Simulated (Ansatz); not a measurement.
Energy and gradient calculation of KF

System: KF.
Method: RPBE/6-31G, UKS (Ansatz 0.2.0).

A bond length was changed on purpose from its optimised value. Figures and captions count atoms from 1; the log counts them from 0 in places.

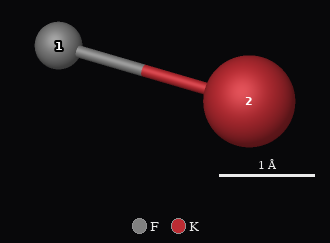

Fig. 1: The structure (ball-and-stick view, seen at a tilt; atoms are numbered from 1 in the order of the input). Sticks mark near contacts. Bond lengths as drawn: F–K 2.30 Å.

Key numbers

- outcome: converged
- total energy: −699.679196 hartree
- basis functions: 38
- largest force: 1.229 eV/Å
- SCF solution under orbital rotations: stable
- dipole moment: 7.12 D
- hardware: 1 thread of Arm Neoverse V2, 24 GiB of memory available, shared host
- wall time: 2.3 s
- peak memory: 0.1 GiB

Input
```yaml
crystal:
  periodic: [false, false, false]
  atoms:
    - {symbol: F, position_ang: [1.039203, -0.395619, 0.517219]}
    - {symbol: K, position_ang: [-0.916600, 0.302200, -0.466300]}
basis:
  gaussian: {orbitals: 6-31G}
magnetization: {spin_polarized: true, initial_magnetization: 0}
hamiltonian: {xc: {name: RPBE}}
output: {forces: true}
```

Launched with:
```bash
ansatz run job.yaml --threads 1 --pin off --max-ram 2610MiB --events-out events.jsonl --progress --plain --runs-dir runs
```

What the program printed
```
Functional definition: RPBE
  name "RPBE"
  parameter kappa = 0.804
  parameter beta = 0.06672455060314922
  exchange = rpbe_x(kappa = kappa, mu = beta*pi^2/3)
  correlation = pbe_c(beta = beta)
455 factors; their error is unknown
mean field evaluation 1: about -19034.7309 eV, gradient 3.6e1 eV
mean field evaluation 2: about -18734.1220 eV, gradient 1.2e2 eV
mean field evaluation 4: about -19036.0935 eV, gradient 3.0e1 eV
mean field evaluation 8: about -19039.2625 eV, gradient 3.6e-2 eV
mean field evaluation 16: about -19030.1977 eV, gradient 3.1e1 eV
mean field -19039.24078520 eV, -699.6791935953 hartree, gradient 9.1e-6 eV, S^2 0.000000; 3 other end points of the search recorded, 0 dependent functions left out
the calculation of the forces begins
reference -19039.24083777 eV, -699.6791955269 hartree; 14, 14 occupied and 24, 24 virtual orbitals, 455 factors
Total energy: -19039.24083777 eV, -699.6791955269 hartree
Atom 0 at     1.039203    -0.395619     0.517219 Å, force    -1.045878     0.373163    -0.525943 eV/Å
Atom 1 at    -0.916600     0.302200    -0.466300 Å, force     1.045878    -0.373163     0.525943 eV/Å
Dipole moment:    -1.261707     0.450170    -0.634477 e Å
```
